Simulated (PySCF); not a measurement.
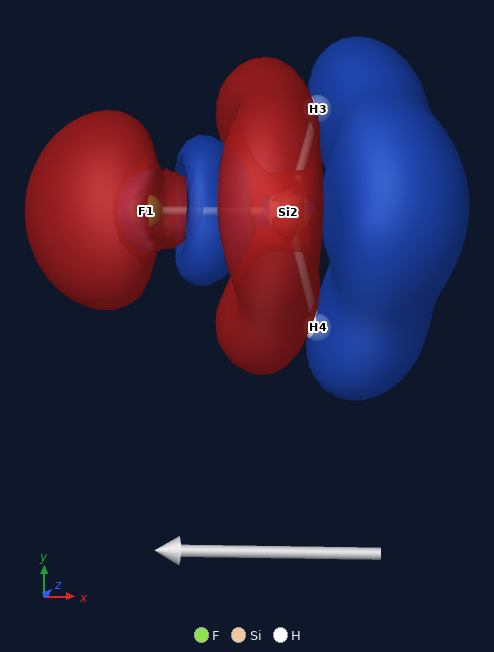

FH2Si, doublet, SMILES `F[SiH2]`. Change of the electron density in a uniform field of 0.41 V/Å along −x (arrow), surfaces at ±0.0015 e/Å³ (blue: gain, red: loss).

Method: PBE0/def2-SVPD; geometry: GFN2-xTB; program: PySCF. No frequency check shows the geometry to be a minimum. The stability of the open-shell solution wasn't checked. GFN2-xTB doesn't know the spin state, so this open-shell geometry is rough.

Geometry (Å), atoms numbered from 1:

```
F1      -1.0677    0.0000   -0.0285
Si2      0.5490    0.0000    0.0902
H3       0.9620    1.2539   -0.5031
H4       0.9614   -1.2544   -0.5029
```

> How large is the response?

The induced dipole is 0.59 D (along the field); α along this axis, from the fields in both directions, is 29 bohr³ (4.3 Å³).

> Which atoms gain and lose the most charge?

Electrons gather most on Si2 (Hirshfeld charge changes by −0.009 e) and leave F1 most (+0.021 e); 0.060 electrons are displaced in all.
